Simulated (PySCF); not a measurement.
## Two runs on C₆H₈O₂Si

System: C₆H₈O₂Si, SMILES Oc1ccccc1O[SiH3].
Method of the first run: GIAO PBE0/pcSseg-1 NMR shielding, non-relativistic, gas phase (PySCF 2.14.0).

The geometry comes from this level: GFN2-xTB. Text and figures count atoms from 1; the logs count them from 0 in places.

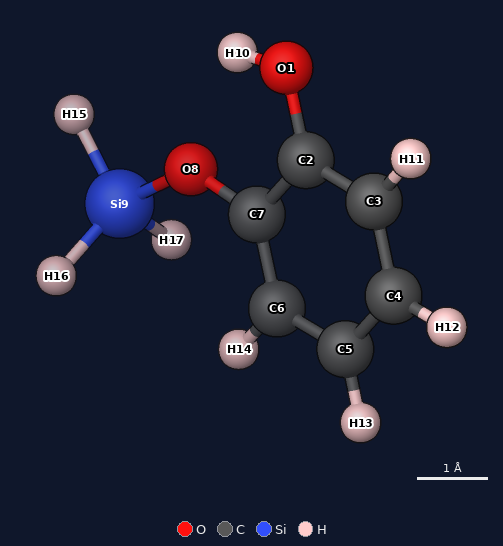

Figure 1. The input geometry (ball-and-stick view, seen at an oblique angle; atoms are numbered from 1 in the order of the input). Bond lengths as drawn: C–C 1.38 to 1.40 Å, C–H 1.08 Å, C–O 1.36 Å, H–O 0.97 Å, H–Si 1.45 to 1.46 Å and O–Si 1.63 Å.

Input, the first run:
```
{"job": {"kind": "nmr", "xc": "PBE0", "basis": "pcSseg-1", "pop": true}, "charge": 0, "multiplicity": 1}
O     -0.095184     2.536017     0.068548
C     -0.609259     1.288181    -0.078273
C     -1.956756     1.115343    -0.354304
C     -2.476762    -0.158673    -0.501969
C     -1.656783    -1.265409    -0.376333
C     -0.308720    -1.103314    -0.101527
C      0.221163     0.164693     0.048432
O      1.532315     0.410635     0.319299
Si     2.817255    -0.563258     0.544586
H      0.850547     2.443790     0.256077
H     -2.578118     1.991277    -0.448839
H     -3.527089    -0.284290    -0.716018
H     -2.061173    -2.259437    -0.490906
H      0.344035    -1.956988    -0.000919
H      3.816591     0.467756     0.779581
H      3.075687    -1.368217    -0.649550
H      2.605253    -1.446078     1.692207
```

The first line tells a small driver script what to run in PySCF; the rest is the geometry in Å.

Command:
```bash
OMP_NUM_THREADS=1 python <driver script> task.json out
```

Hardware: 1 CPU thread, shared host.

Output (the first run):
```
coarse grid: 15272 points
cycle   1  E = -672.6095359195  dE =  1.674e+00  |g| = 8.013e-01  |ddm| = 4.122e+00
cycle   2  E = -672.5021014606  dE =  1.074e-01  |g| = 1.122e+00  |ddm| = 1.659e+00
cycle   3  E = -672.7254376025  dE = -2.233e-01  |g| = 1.168e-01  |ddm| = 1.063e+00
cycle   4  E = -672.7281445301  dE = -2.707e-03  |g| = 3.729e-02  |ddm| = 1.314e-01
cycle   5  E = -672.7284632066  dE = -3.187e-04  |g| = 1.034e-02  |ddm| = 4.312e-02
cycle   6  E = -672.7284834294  dE = -2.022e-05  |g| = 5.095e-03  |ddm| = 1.428e-02
cycle   7  E = -672.7284902954  dE = -6.866e-06  |g| = 8.175e-04  |ddm| = 5.733e-03
final grid: 144568 points
cycle   8  E = -672.8008605592  dE = -2.543e-05  |g| = 1.120e-02  |ddm| = 3.974e-02
cycle   9  E = -672.8008280200  dE =  3.254e-05  |g| = 1.737e-02  |ddm| = 2.294e-02
cycle  10  E = -672.8008843614  dE = -5.634e-05  |g| = 1.172e-03  |ddm| = 1.464e-02
cycle  11  E = -672.8008846667  dE = -3.052e-07  |g| = 3.604e-04  |ddm| = 1.589e-03
cycle  12  E = -672.8008846931  dE = -2.645e-08  |g| = 1.447e-04  |ddm| = 4.398e-04
cycle  13  E = -672.8008846985  dE = -5.388e-09  |g| = 2.594e-05  |ddm| = 1.580e-04
cycle  14  E = -672.8008846987  dE = -1.669e-10  |g| = 5.501e-06  |ddm| = 3.234e-05
converged SCF energy = -672.8008846987

GIAO shielding tensors (ppm)
atom      isotropic    diamagn.    paramagn.     s11        s22        s33       span
  0 O      232.399     388.796    -156.397    177.129    224.687    295.381    118.252
  1 C       31.864     253.984    -222.120    -40.261     12.937    122.915    163.176
  2 C       66.548     253.211    -186.662    -19.418     51.254    167.809    187.227
  3 C       58.438     254.465    -196.027    -48.343     46.909    176.749    225.093
  4 C       63.527     253.488    -189.961    -38.623     53.016    176.188    214.812
  5 C       68.972     259.226    -190.253    -19.581     57.898    168.600    188.181
  6 C       38.896     254.906    -216.010    -32.433     33.407    115.714    148.147
  7 O      268.984     400.860    -131.876    190.984    270.226    345.742    154.758
  8 Si     389.174     880.333    -491.159    351.909    352.852    462.762    110.853
  9 H       26.033      33.975      -7.942     14.832     27.919     35.348     20.516
 10 H       24.427      29.610      -5.182     20.626     24.865     27.792      7.165
 11 H       24.454      29.634      -5.180     21.047     25.627     26.688      5.640
 12 H       24.718      30.682      -5.963     21.088     25.900     27.167      6.079
 13 H       24.843      33.980      -9.137     20.800     24.682     29.046      8.245
 14 H       26.618      29.212      -2.593     22.268     25.694     31.893      9.626
 15 H       26.477      29.584      -3.107     23.470     24.497     31.465      7.995
 16 H       26.477      29.584      -3.107     23.473     24.495     31.463      7.989
```

For the second run the input was changed thus:
```diff
-"xc": "PBE0"
-"basis": "pcSseg-1"
-"pop": true
+"xc": "HF"
+"basis": "6-31G*"
+"pop": false
+"scf": {"conv": 1e-07
+"damp": 0.3}
```

Predict how the results change.

The total energies belong to different models, so their difference says nothing on which is more stable or more accurate. The HOMO goes from −6.32 to −8.21 eV. The LUMO goes from −0.10 to 3.46 eV. The dipole moment goes from 2.11 to 2.32 D. Of all shieldings, the largest change is that of Si9, by +83.4 ppm. The method changes from PBE0 to HF. The SCF takes 10 iterations against 14. The basis functions go from 200 to 146.

Output (the second run):
```
damping 0.30 in the first 6 cycles
final grid: 144568 points
cycle   1  E = -670.3754458779  dE =  2.579e+00  |g| = 7.295e-01  |ddm| = 4.062e+00
cycle   2  E = -670.5010406876  dE = -1.256e-01  |g| = 2.472e-01  |ddm| = 6.821e-01
cycle   3  E = -670.5193727029  dE = -1.833e-02  |g| = 1.068e-01  |ddm| = 2.825e-01
cycle   4  E = -670.5230322405  dE = -3.660e-03  |g| = 4.960e-02  |ddm| = 1.218e-01
cycle   5  E = -670.5238890371  dE = -8.568e-04  |g| = 2.436e-02  |ddm| = 6.160e-02
cycle   6  E = -670.5241520863  dE = -2.630e-04  |g| = 7.115e-03  |ddm| = 4.399e-02
cycle   7  E = -670.5241772862  dE = -2.520e-05  |g| = 2.369e-03  |ddm| = 1.358e-02
cycle   8  E = -670.5241808322  dE = -3.546e-06  |g| = 7.830e-04  |ddm| = 6.232e-03
cycle   9  E = -670.5241810359  dE = -2.037e-07  |g| = 2.745e-04  |ddm| = 8.952e-04
cycle  10  E = -670.5241811216  dE = -8.574e-08  |g| = 7.954e-05  |ddm| = 8.879e-04
converged SCF energy = -670.5241811216

GIAO shielding tensors (ppm)
atom      isotropic    diamagn.    paramagn.     s11        s22        s33       span
  0 O      275.602     399.512    -123.910    236.922    271.947    317.936     81.014
  1 C       56.801     251.150    -194.349    -23.643     44.768    149.277    172.920
  2 C       86.981     258.511    -171.530      2.841     70.685    187.417    184.576
  3 C       79.630     258.151    -178.521    -24.544     68.089    195.346    219.890
  4 C       85.225     258.317    -173.092    -14.476     75.404    194.746    209.221
  5 C       87.774     263.090    -175.316      0.975     77.252    185.096    184.121
  6 C       64.089     251.794    -187.705    -14.404     62.100    144.572    158.976
  7 O      305.787     401.558     -95.770    254.515    297.546    365.301    110.786
  8 Si     472.568     879.529    -406.961    448.173    451.761    517.771     69.598
  9 H       27.765      31.516      -3.751     15.947     29.016     38.332     22.385
 10 H       25.624      28.958      -3.333     21.322     26.520     29.031      7.708
 11 H       25.596      28.097      -2.501     21.631     27.425     27.733      6.102
 12 H       25.913      29.632      -3.720     21.705     27.690     28.343      6.638
 13 H       25.978      33.868      -7.890     21.348     26.449     30.135      8.787
 14 H       27.840      30.296      -2.456     23.350     26.773     33.396     10.045
 15 H       27.726      30.457      -2.731     24.505     25.910     32.763      8.258
 16 H       27.725      30.457      -2.732     24.507     25.906     32.761      8.254
```

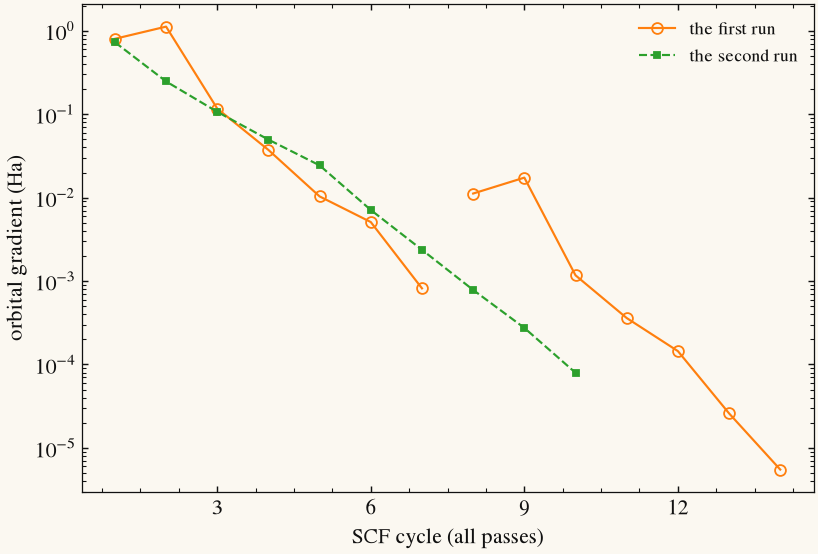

Figure 2. Convergence of the two runs: orbital gradient against the SCF cycle. A break in a curve parts two SCF passes (coarse and final grid). The first run takes 14 cycles in all, and the second run takes 10.

The two runs side by side:

```tsv
quantity	the first run	the second run
outcome	converged	converged
total energy (hartree)	−672.800885	−670.524181
HOMO (eV)	−6.32	−8.21
LUMO (eV)	−0.10	3.46
dipole moment (D)	2.11	2.32
shielding of O1 (ppm)	232.4	275.6
shielding of C2 (ppm)	31.9	56.8
shielding of C4 (ppm)	58.4	79.6
shielding of C5 (ppm)	63.5	85.2
shielding of C7 (ppm)	38.9	64.1
shielding of O8 (ppm)	269.0	305.8
shielding of Si9 (ppm)	389.2	472.6
SCF iterations	14	10
basis functions	200	146
wall time (shared host)	32 s	16 s
```
